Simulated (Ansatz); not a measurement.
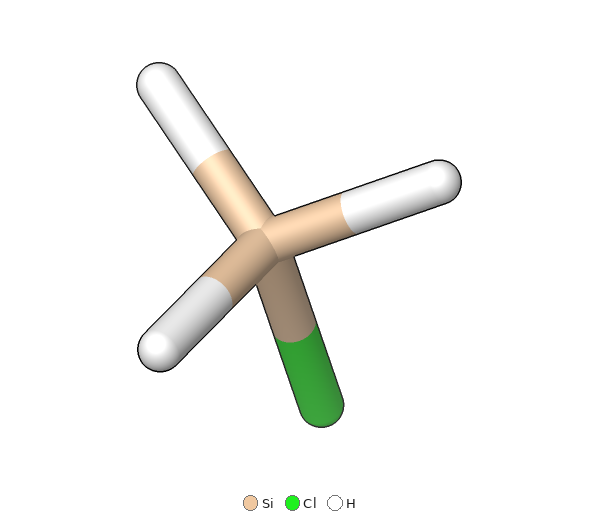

A stick model of a molecule. Every bond is drawn as one stick, whatever its order.

The geometry was computed by an optimisation with PBE0-D4/def2-TZVP.

Identify the structure.

Formula ClH₃Si. This geometry has C3v symmetry. Coordination: 1 Si tetrahedral.

More results for the same structure follow; atom numbers are the same in all pictures, views and colours differ.

Dipole moment

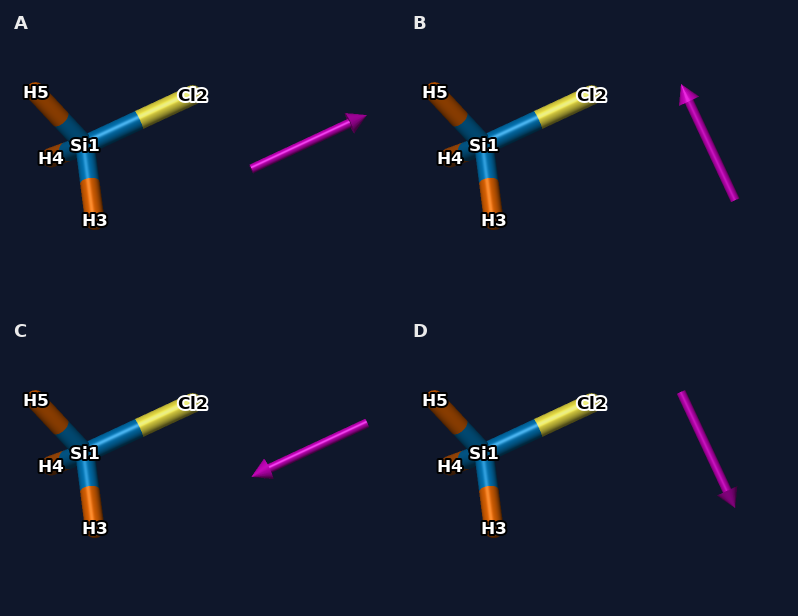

The same molecule four times, each with an arrow. Properties computed with RKS PBE0-D4/def2-TZVP (Ansatz 0.2.0).

**Which arrow points along the dipole moment, from the negative to the positive end?**

C. The dipole moment is 1.26 D; it points from the side of Cl2 to the side of H3, H4, H5 (the outermost atoms at the two ends).

Vibrations

Harmonic vibrations computed with RKS PBE0-D4/def2-TZVP (Ansatz 0.2.0) at a stationary point of the same level.

**List the wavenumbers.**

9 modes: 552, 656, 656, 944, 947, 947, 2249, 2261, 2262 cm⁻¹.

Electronic properties

Method: RKS PBE0-D4/def2-TZVPP (Ansatz 0.2.0).

**What is the HOMO–LUMO gap?**

8.94 eV.

**What is the HOMO energy (Kohn–Sham orbital)?**

−9.03 eV.
